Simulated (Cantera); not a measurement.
Input: 1 mol SiO2, 8.6 mol Cl2, 3.1 mol O2, equilibrated at 4.95 Torr.

Equilibrium computed with Cantera from the NASA thermochemical tables; the gas is ideal and each condensed phase is pure. Candidate condensed phases: Si, SiO2; 15 gas species. The tables hold silica as quartz up to 1696 K and as liquid above; real silica turns to tridymite and cristobalite and melts near 1996 K. Rates play no part.

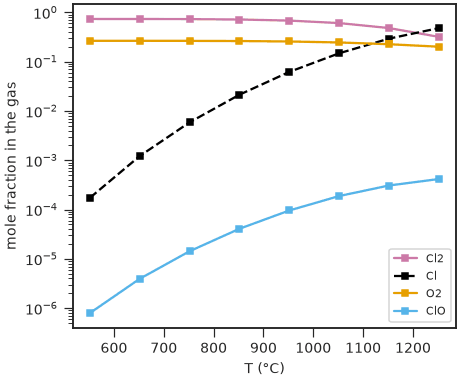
Figure: Equilibrium gas composition (values under 1e-9 drawn at 1e-9)

At 552 °C the condensed part is SiO2(α-quartz). From 652 °C to 1252 °C the condensed part is SiO2(β-quartz).
